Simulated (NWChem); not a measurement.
# C3H6F (SMILES C[CH]CF): URPBE/x2c-TZVPall (ZORA)

Aim: the vertical electron affinity of C3H6F at URPBE/x2c-TZVPall (ZORA), from 2 runs. 

Program for the calculation: NWChem 7.3.0.

3 further runs of the same task are left out: 2 that didn't finish, 1 set aside as unsound or not needed.

## Step 1: Starting point

C3H6F has 10 atoms, charge 0, and is taken as a doublet. As SMILES, `C[CH]CF`. The coordinates come from a PBE0-D4/def2-TZVP relaxation. This is one conformer, not always the lowest.

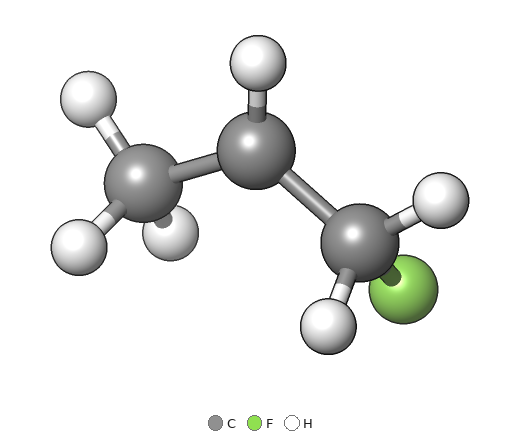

Viewed from a chosen angle; carbon grey, fluorine green, hydrogen white.

## Step 2: The energy at URPBE/x2c-TZVPall (ZORA)

run.py

```python
from ase import Atoms
from ase.calculators.nwchem import NWChem

atoms = Atoms(['C', 'C', 'C', 'F', 'H', 'H', 'H', 'H', 'H', 'H'], positions=[
    [-0.916700, 0.892800, 0.090400],
    [0.440100, 0.386700, -0.213200],
    [0.782200, -1.031900, -0.000700],
    [-0.130200, -1.870900, -0.642600],
    [-1.685400, 0.200700, -0.264300],
    [-1.070700, 1.001600, 1.175400],
    [-1.095300, 1.870400, -0.359400],
    [1.237200, 1.076300, -0.463800],
    [0.744100, -1.307000, 1.064500],
    [1.777900, -1.269800, -0.383600],
])

calc = NWChem(
    label='mymol',
    theory='dft',
    memory='2200 mb',
    basis='x2c-TZVPall',
    basispar='spherical bse',
    relativistic={'zora': 'on'},
    dft={'xc': 'rpbe cpbe96', 'mult': '2', 'grid': 'medium', 'convergence': 'energy 1e-05', 'direct': None, 'iterations': '150'},
    task='energy',
)
atoms.calc = calc

print(f"energy = {atoms.get_potential_energy():.6f} eV")
```

Started as:

```bash
$ export ASE_NWCHEM_COMMAND="nwchem PREFIX.nwi > PREFIX.nwo"
$ python run.py
```

The program printed:

```text
energy = -5931.794284 eV
```

The calculator wrote mymol.nwi:

```
title "mymol"

permanent_dir mymol

scratch_dir mymol

start mymol

geometry units angstrom nocenter noautosym noautoz
  C  -9.1669999999999996e-01 8.9280000000000004e-01 9.0399999999999994e-02
  C  4.4009999999999999e-01 3.8669999999999999e-01 -2.1320000000000000e-01
  C  7.8220000000000001e-01 -1.0319000000000000e+00 -6.9999999999999999e-04
  F  -1.3020000000000001e-01 -1.8709000000000000e+00 -6.4259999999999995e-01
  H  -1.6854000000000000e+00 2.0069999999999999e-01 -2.6429999999999998e-01
  H  -1.0707000000000000e+00 1.0016000000000000e+00 1.1754000000000000e+00
  H  -1.0952999999999999e+00 1.8704000000000001e+00 -3.5940000000000000e-01
  H  1.2372000000000001e+00 1.0763000000000000e+00 -4.6379999999999999e-01
  H  7.4409999999999998e-01 -1.3069999999999999e+00 1.0645000000000000e+00
  H  1.7779000000000000e+00 -1.2698000000000000e+00 -3.8360000000000000e-01
end

memory 2200 mb

basis spherical bse noprint
   * library x2c-TZVPall
end

relativistic
  zora on
end
dft
  xc rpbe cpbe96
  mult 2
  grid medium
  convergence energy 1e-05
  direct
  iterations 150
end

task dft energy
```

mymol.nwo:

```text
Northwest Computational Chemistry Package (NWChem) 7.3.0
             --------------------------------------------------------

           Job information
           ---------------

    nwchem branch   = 7.3.0
    use scalapack   = T
    input           = mymol.nwi
    prefix          = mymol.
    data base       = mymol/mymol.db
    status          = startup
    nproc           =        1

           Memory information
           ------------------

    heap     =     72089596 doubles =      550.0 Mbytes
    stack    =     72089601 doubles =      550.0 Mbytes
    global   =    144179200 doubles =     1100.0 Mbytes (distinct from heap & stack)
    total    =    288358397 doubles =     2200.0 Mbytes
    verify   = yes
    hardfail = no

           Directory information
           ---------------------

  0 permanent = mymol
  0 scratch   = mymol

                                NWChem Input Module
                                -------------------

                                       mymol
                                       -----

 Scaling coordinates for geometry "geometry" by  1.889725989
 (inverse scale =  0.529177249)

                             Geometry "geometry" -> ""
                             -------------------------

 Output coordinates in angstroms (scale by  1.889725989 to convert to a.u.)

  No.       Tag          Charge          X              Y              Z
 ---- ---------------- ---------- -------------- -------------- --------------
    1 C                    6.0000    -0.91670000     0.89280000     0.09040000
    2 C                    6.0000     0.44010000     0.38670000    -0.21320000
    3 C                    6.0000     0.78220000    -1.03190000    -0.00070000
[... 6 lines of this table left out ...]
   10 H                    1.0000     1.77790000    -1.26980000    -0.38360000

      Atomic Mass
      -----------

[... 92 lines left out ...]
          Convergence on energy requested:  1.00D-05
[... 1 line left out ...]
          Convergence on gradient requested:  5.00D-04
[... 21 lines left out ...]
          Convergence Information
[... 2 lines left out ...]
          total energy or number of iterations.
[... 29 lines left out ...]
 dft_zora_read: failed to openmymol/mymol.zora_sf
[... 48 lines left out ...]
         Total DFT energy =     -217.989420983227
[... 1 line left out ...]
           Coulomb energy =      227.825931205537
[... 1 line left out ...]
 Nuclear repulsion energy =      121.865537923093
[... 1133 lines left out ...]
                     DFT Final Beta Molecular Orbital Analysis
[... 1168 lines left out ...]
   alpha    101    102    103    104    105    106    107    108    109    110
    beta    101    102    103    104    105    106    107    108    109    110
 overlap   0.971  0.928  0.991  0.983  0.972  0.969  0.983  0.976  0.983  0.995

   alpha    111    112    113    114    115    116    117    118    119    120
    beta    111    112    113    114    115    116    117    118    119    120
 overlap   0.975  0.986  0.978  0.959  0.985  0.924  0.930  0.983  0.816  0.783

   alpha    121    122    123    124    125    126    127    128    129    130
    beta    121    122    123    124    125    126    127    128    129    130
 overlap   0.928  0.985  0.997  0.980  0.981  0.988  0.921  0.925  0.998  0.998

   alpha    131    132    133    134    135    136    137    138    139    140
    beta    131    132    133    134    135    136    137    138    139    140
 overlap   0.998  0.989  0.993  0.986  0.992  0.990  0.994  0.997  0.999  0.999

   alpha    141    142    143    144    145    146    147    148    149    150
    beta    141    142    143    144    145    146    147    148    149    150
 overlap   0.997  0.997  0.999  1.000  1.000  1.000  1.000  1.000  1.000  1.000

   alpha    151    152    153    154    155    156    157    158    159    160
    beta    151    152    153    154    155    156    157    158    159    160
 overlap   1.000  1.000  1.000  1.000  1.000  1.000  1.000  1.000  1.000  1.000

     --------------------------
     Expectation value of S2:
     --------------------------
      <S2> =      0.7540 (Exact =     0.7500)

 center of mass
 --------------
 x =   0.03407297 y =  -0.95928015 z =  -0.39981525

 moments of inertia (a.u.)
 ------------------
         331.587074599888          63.129005719413           4.265933448537
          63.129005719413         140.779412497978         -54.684951969778
           4.265933448537         -54.684951969778         409.114973261869

     Multipole analysis of the density
     ---------------------------------

     L   x y z        total         alpha         beta         nuclear
     -   - - -        -----         -----         ----         -------
     0   0 0 0     -0.000000    -17.000000    -16.000000     33.000000

     1   1 0 0      0.297991     -0.695556     -0.082841      1.076388
[... 8 lines of this table left out ...]
     2   0 0 2    -19.163891    -23.719722    -20.849370     25.405201

 Task  times  cpu:       39.2s     wall:       39.2s
 Total times  cpu:       39.2s     wall:       39.2s
```

It took 40 s on 1 thread of AMD EPYC 9R45 (Zen 5), shared host; peak memory 0.13 GiB.

## Step 3: The singlet anion

c3h6f.nw

```
start c3h6f
title "C3H6F RPBE"
memory 2200 mb
charge -1

geometry units angstrom noautosym nocenter noautoz
 C     -0.916700     0.892800     0.090400
 C      0.440100     0.386700    -0.213200
 C      0.782200    -1.031900    -0.000700
 F     -0.130200    -1.870900    -0.642600
 H     -1.685400     0.200700    -0.264300
 H     -1.070700     1.001600     1.175400
 H     -1.095300     1.870400    -0.359400
 H      1.237200     1.076300    -0.463800
 H      0.744100    -1.307000     1.064500
 H      1.777900    -1.269800    -0.383600
end

basis spherical bse
 C library x2c-TZVPall
 F library x2c-TZVPall
 H library x2c-TZVPall
end

relativistic
 zora on
end

dft
 xc rpbe cpbe96
 mult 1
 grid medium
 convergence energy 1e-05
 direct
 iterations 150
 noprint "final vectors analysis"
end

task dft
```

Started as:

```bash
$ nwchem c3h6f.nw > c3h6f.out
```

The program printed:

```text
[...]
          Wavefunction type:  closed shell.
          No. of atoms     :    10
          No. of electrons :    34
[...]
          Charge           :    -1
          Spin multiplicity:     1
[...]
          AO basis - number of functions:   160
[...]
              XC Information
              --------------
                          RPBE Exchange Functional  1.000
            Perdew 1991 LDA Correlation Functional  1.000 local
           PerdewBurkeErnz. Correlation Functional  1.000 non-local
[...]
 d= 0,ls=0.0,diis     1   -217.8492782081 -3.40D+02  9.99D-03  2.39D+00     8.2
[...]
 d= 0,ls=0.0,diis    10   -217.9778285281 -7.53D-08  4.40D-06  1.10D-07    34.4
[...]
         Total DFT energy =     -217.977828528103
      One electron energy =     -546.314860212563
           Coulomb energy =      235.719524945115
    Exchange-Corr. energy =      -29.248031183748
 Nuclear repulsion energy =      121.865537923093
       Scaling correction =        0.072833384818
[...]
```

Wall time 35 s (1 thread of AMD EPYC 9R45 (Zen 5), shared host); peak memory 0.13 GiB.

## Step 4: What came out

Level: URPBE/x2c-TZVPall (ZORA).

| quantity | value |
| --- | --- |
| doublet C3H6F: total energy | -217.98942 Eh |
| doublet C3H6F: dipole moment | 1.74 D |
| doublet C3H6F: HOMO energy (highest over α and β) | -4.71 eV |
| doublet C3H6F: LUMO energy (lowest over α and β) | -2.63 eV |
| doublet C3H6F: ⟨S²⟩ | 0.754 |
| singlet anion: total energy | -217.97783 Eh |
| vertical electron affinity (to the singlet anion) | -0.315 eV |

**Reading.** The anion lies 0.32 eV (30.4 kJ/mol) above the neutral: the electron isn't bound at this level, and such a value depends on the basis. Without diffuse functions anions come out too high.
